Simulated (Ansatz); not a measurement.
Ag4SnO4, 72 atoms, a = 11.37 Å, b = 11.37 Å, c = 11.37 Å, α = 90.00°, β = 90.00°, γ = 90.00°.

Space group Fd-3m; a structure generated by program, which may or may not match a known phase.

Method: DFT PBE, scalar-relativistic, plane waves, PAW (Ansatz 0.2.0).

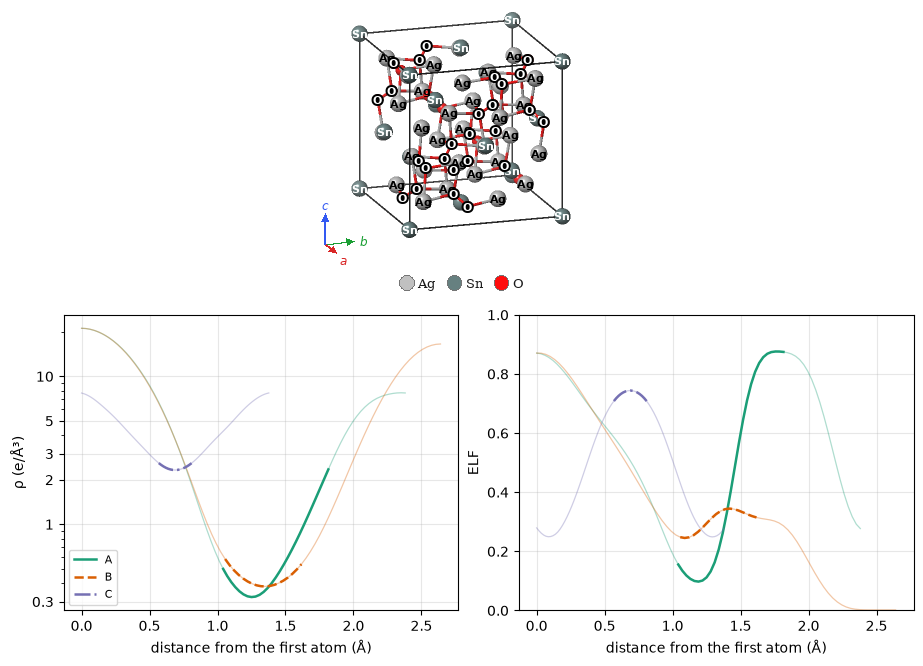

Ag4SnO4. Valence charge density (pseudo) and ELF along straight lines between neighbouring atoms. Thin, pale parts lie inside the atomic spheres. The structure is drawn too.

In a PAW calculation such maps are meaningful between the atoms, not at the nuclei.

### Which curve belongs to which contact (Ag–O, Ag–Sn and O–O)? The first atom named is at distance zero.

Curve A: Ag–O (2.38 Å): ρ at the midpoint is about 0.34 e/Å³; the ELF peaks at about 0.90 in the valence shell of O, 0.6 Å from its nucleus, and drops to about 0.10 between the two atoms; no localised pair shows between them. Curve B: Ag–Sn (2.64 Å): ρ at the midpoint is about 0.38 e/Å³; the ELF is about 0.35 at the midpoint. Curve C: O–O (1.38 Å): ρ at the midpoint is about 2.3 e/Å³; the ELF peaks at about 0.75 between the atoms.
